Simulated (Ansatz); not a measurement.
# H₃O (doublet): correlated methods under varied settings at distance H1–H2 along a hydrogen transfer = 0.838 Å

Aim: run H₃O (doublet) at one geometry under a spread of methods and options, and see what each costs and gives.

Method: the settings change from run to run; program: Ansatz 0.2.0, Gaussian basis.

8 further runs of the same task are left out: 6 that didn't finish, 2 set aside as unsound or not needed.

## (1) What is computed

The geometry derives from fragments relaxed apart (PBE0/def2-TZVP) and kept rigid, so it is no stationary point. A hydrogen atom is moved between rigid fragments.

4 atoms, charge 0, spin multiplicity 2.

Atoms are counted from 1 here; the program's logs count them from 0.

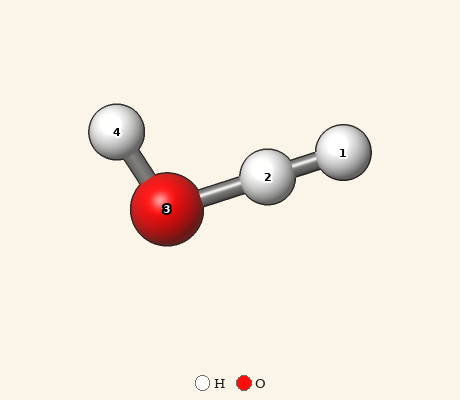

The geometry (hydrogen white, oxygen red); atoms are numbered from 1 in the order of the file.

## (2) MP2 on ROHF/6-31G

in.yaml reads:

```yaml
crystal:
  periodic: [false, false, false]
  atoms:
    - {symbol: H, position_ang: [-1.802894, 0.049803, 0.000000]}
    - {symbol: H, position_ang: [-0.964894, 0.049803, 0.000000]}
    - {symbol: O, position_ang: [0.149106, 0.049803, 0.000000]}
    - {symbol: H, position_ang: [0.400965, -0.890147, 0.000000]}
basis:
  gaussian: {orbitals: 6-31G}
magnetization: {spin_polarized: false, initial_magnetization: 1}
correlation: {method: mp2, electrons: outside_noble_gas}
scf: {lower_state_search: light}
output: {forces: true}
```

Started as:

```
$ ansatz run in.yaml --threads 1 --pin off --events-out ev --progress --plain --max-ram 2393MiB
```

Output:

```text
Functional definition: HF
  name "HF"
  cite "Fock, Z. Phys. 61, 126 (1930) doi:10.1007/BF01340294"
  parent pbe
  exchange = exact_x
  correlation = 0
171 factors; integrals over basis functions are off by at most 8.0e-4 eV
mean field evaluation 1: about -2078.1074 eV, gradient 2.5e1 eV
mean field evaluation 2: about -2078.1097 eV, gradient 2.5e1 eV
mean field evaluation 4: about -2079.7040 eV, gradient 1.3e0 eV
mean field evaluation 8: about -2079.7120 eV, gradient 3.7e-3 eV
mean field evaluation 16: about -2078.3117 eV, gradient 1.7e-2 eV
mean field evaluation 32: about -2078.3115 eV, gradient 5.0e-4 eV
mean field -2079.71202875 eV, -76.4280073773 hartree, gradient 2.5e-6 eV, S^2 0.750000; 4 other end points of the search recorded, 0 dependent functions left out
mean field evaluation 64: about -2078.3563 eV, gradient 1.0e-4 eV
1 core orbitals not correlated: weight in the atoms' cores, before any rotation towards them, 1.000 or more for the frozen orbitals, at most 0.000 for the correlated occupied ones
reference -2079.71202875 eV, -76.4280073773 hartree; 5, 4 occupied and 9, 10 virtual orbitals, 171 factors
second order -3.75883696 eV of doubles, -0.17823513 eV of singles
the calculation of the forces begins
Total energy: -2083.64910084 eV, -76.5726921078 hartree
Atom 0 at    -1.802894     0.049803     0.000000 Å, force    -3.264026    -0.119873     0.000000 eV/Å
Atom 1 at    -0.964894     0.049803     0.000000 Å, force     3.354205     0.236726    -0.000000 eV/Å
Atom 2 at     0.149106     0.049803     0.000000 Å, force    -0.296941     0.536785     0.000000 eV/Å
Atom 3 at     0.400965    -0.890147     0.000000 Å, force     0.206762    -0.653639    -0.000000 eV/Å
Dipole moment:    -0.240012    -0.405347    -0.000000 e Å
```

Run time: 0.12 s. Hardware: 1 thread of AMD EPYC 9R45, shared host.

## (3) CCSD on UHF/6-31G

in.yaml, as its differences from that of step 2:

```diff
@@ -9,5 +9,3 @@
   gaussian: {orbitals: 6-31G}
-magnetization: {spin_polarized: false, initial_magnetization: 1}
-correlation: {method: mp2, electrons: outside_noble_gas}
-scf: {lower_state_search: light}
-output: {forces: true}
+magnetization: {spin_polarized: true, initial_magnetization: 1}
+correlation: {method: ccsd, electrons: outside_noble_gas}
```

The command is unchanged.

Output (excerpt; [...] marks lines left out):

```text
Functional definition: HF
  name "HF"
  cite "Fock, Z. Phys. 61, 126 (1930) doi:10.1007/BF01340294"
  parent pbe
[...]
171 factors; integrals over basis functions are off by at most 8.0e-4 eV
[...]
mean field -2080.04806945 eV, -76.4403566450 hartree, gradient 2.3e-6 eV, S^2 0.783105; 4 other end points of the search recorded, 0 dependent functions left out
determinant -2080.04806945 eV, -76.4403566450 hartree, with singles and doubles -2083.88886374 eV, -76.5815032319 hartree
determinant -2078.35631196 eV, -76.3781857039 hartree, with singles and doubles -2081.64371891 eV, -76.4989956813 hartree
1 core orbitals not correlated: weight in the atoms' cores, before any rotation towards them, 1.000 or more for the frozen orbitals, at most 0.000 for the correlated occupied ones
reference -2080.04806945 eV, -76.4403566450 hartree; 5, 4 occupied and 9, 10 virtual orbitals, 171 factors
second order -3.47816092 eV of doubles, -0.00000000 eV of singles
cycle   1  -3.84071528 eV  change    7.9e-5 eV  update   5.2e-4
[...]
cycle   6  -3.84078745 eV  change   -8.6e-6 eV  update   5.2e-6
Total energy: -2083.88885689 eV, -76.5815029803 hartree
```

It took 0.24 s on 1 thread of AMD EPYC 9R45, shared host.

From the report: ⟨S²⟩ of the determinant 0.783 (pure doublet: 0.75); correlation -3.8408 eV; T1 0.017; largest double amplitude 0.05.

## (4) NEVPT2(1,9)/def2-SVP

in.yaml, as its differences from that of step 3:

```diff
@@ -8,4 +8,5 @@
 basis:
-  gaussian: {orbitals: 6-31G}
-magnetization: {spin_polarized: true, initial_magnetization: 1}
-correlation: {method: ccsd, electrons: outside_noble_gas}
+  gaussian: {orbitals: def2-SVP}
+magnetization: {spin_polarized: false, initial_magnetization: 1}
+correlation: {method: sc_nevpt2, electrons: all, active_space: {window: {electrons: 1, orbitals: 9}}}
+accuracy: high
```

Same command.

Output (excerpt; [...] marks lines left out):

```text
Functional definition: HF
  name "HF"
  cite "Fock, Z. Phys. 61, 126 (1930) doi:10.1007/BF01340294"
  parent pbe
[...]
539 factors; integrals over basis functions are off by at most 3.2e-9 eV
[...]
mean field -2078.89999792 eV, -76.3981657946 hartree, gradient 1.2e-8 eV, S^2 0.750000; 4 other end points of the search recorded, 0 dependent functions left out
reference -2078.89999792 eV, -76.3981657946 hartree; 6, 5 occupied and 23, 24 virtual orbitals, 539 factors
state -2078.89999792 eV, -76.3981657946 hartree
state -2078.89999792 eV, -76.3981657946 hartree; corrected -2084.65397296 eV, -76.6096204771 hartree
WARN: 8 active orbitals are nearly empty or full. The corrections depend on them more than the energy does, and are more stable in an active space without them
Total energy: -2084.65397296 eV, -76.6096204771 hartree
```

Wall time 0.63 s (1 thread of AMD EPYC 9R45, shared host).

From the report: 8 determinants; active occupations 1.00, 0.00, 0.00, 0.00, 0.00, 0.00, 0.00, 0.00, 0.00. The report marks this result as in doubt.

## (5) CCSD(T)/6-31G

in.yaml reads:

```yaml
crystal:
  periodic: [false, false, false]
  atoms:
    - {symbol: H, position_ang: [-1.802894, 0.049803, 0.000000]}
    - {symbol: H, position_ang: [-0.964894, 0.049803, 0.000000]}
    - {symbol: O, position_ang: [0.149106, 0.049803, 0.000000]}
    - {symbol: H, position_ang: [0.400965, -0.890147, 0.000000]}
basis:
  gaussian: {orbitals: 6-31G}
magnetization: {spin_polarized: true, initial_magnetization: 1}
hamiltonian: {xc: {name: B3LYP}}
correlation: {method: ccsd_t, electrons: outside_noble_gas}
output: {forces: true}
```

The command is unchanged.

Output (excerpt; [...] marks lines left out):

```text
Functional definition: B3LYP
  name "B3LYP"
  cite "Stephens, Devlin, Chabalowski & Frisch, J. Phys. Chem. 98, 11623 (1994) doi:10.1021/j100096a001"
  cite "Becke, Phys. Rev. A 38, 3098 (1988) doi:10.1103/PhysRevA.38.3098"
  cite "Lee, Yang & Parr, Phys. Rev. B 37, 785 (1988) doi:10.1103/PhysRevB.37.785"
  cite "Vosko, Wilk & Nusair, Can. J. Phys. 58, 1200 (1980) doi:10.1139/p80-159"
[...]
171 factors; integrals over basis functions are off by at most 8.0e-4 eV
[...]
mean field -2091.80185250 eV, -76.8723002051 hartree, gradient 3.8e-6 eV, S^2 0.756098; 1 other end points of the search recorded, 0 dependent functions left out
1 core orbitals not correlated: weight in the atoms' cores, before any rotation towards them, 1.000 or more for the frozen orbitals, at most 0.000 for the correlated occupied ones
reference -2079.82550470 eV, -76.4321775413 hartree; 5, 4 occupied and 9, 10 virtual orbitals, 171 factors
second order -3.73676873 eV of doubles, -0.14032734 eV of singles
cycle   1  -3.87044665 eV  change    5.6e-3 eV  update   4.5e-2
[...]
cycle  12  -4.04204599 eV  change    2.7e-7 eV  update   5.9e-7
perturbative correction -0.04827127 eV, -0.0017739364 hartree
[...]
Total energy: -2083.91582196 eV, -76.5824939281 hartree
Atom 0 at    -1.802894     0.049803     0.000000 Å, force    -2.503075    -0.161740    -0.000000 eV/Å
Atom 1 at    -0.964894     0.049803     0.000000 Å, force     1.092433     0.281909    -0.000000 eV/Å
Atom 2 at     0.149106     0.049803     0.000000 Å, force     1.204434     0.656038     0.000000 eV/Å
Atom 3 at     0.400965    -0.890147     0.000000 Å, force     0.206208    -0.776208     0.000000 eV/Å
Dipole moment:    -0.153253    -0.403735     0.000000 e Å
```

Run time: 0.6 s. Hardware: 1 thread of AMD EPYC 9R45, shared host.

From the report: ⟨S²⟩ of the determinant 0.756 (pure doublet: 0.75); correlation -4.0903 eV; T1 0.014; largest double amplitude 0.05. The orbitals are Kohn-Sham ones, so correlation energy and T1 don't compare with those on Hartree-Fock orbitals.

## (6) The runs in one table

Where basis and cores are those of an earlier FCI/6-31G run (-2083.9445 eV), and the state is the same kind, the miss against it is given. † marks a result that the program doubts.

| level | correlated | functions | energy (eV) | from FCI (meV) | time |
| --- | --- | --- | --- | --- | --- |
| MP2 on ROHF/6-31G | outside noble gas | 15 | -2083.6491 | 295.4 | 0.12 s |
| CCSD on UHF/6-31G | outside noble gas | 15 | -2083.8889 | 55.7 | 0.24 s |
| NEVPT2(1,9)/def2-SVP † | all | 29 | -2084.6540 |  | 0.63 s |
| CCSD(T)/6-31G (on B3LYP orbitals) | outside noble gas | 15 | -2083.9158 | 28.7 | 0.6 s |

## (7) Summary of results

```
quantity                           value
    runs                               4
quickest       MP2 on ROHF/6-31G, 0.12 s
 slowest  NEVPT2(1,9)/def2-SVP †, 0.63 s
```

In words: Total energies in different bases, with other cores or another treatment of relativity can't be set against each other. NEVPT2(1,9)/def2-SVP † took 5 times as long as MP2 on ROHF/6-31G; the jobs differ in more than the method. Among the correlated runs with a miss given, it spans +29 to +295 meV. Cores frozen from Kohn-Sham orbitals shift the total energy.
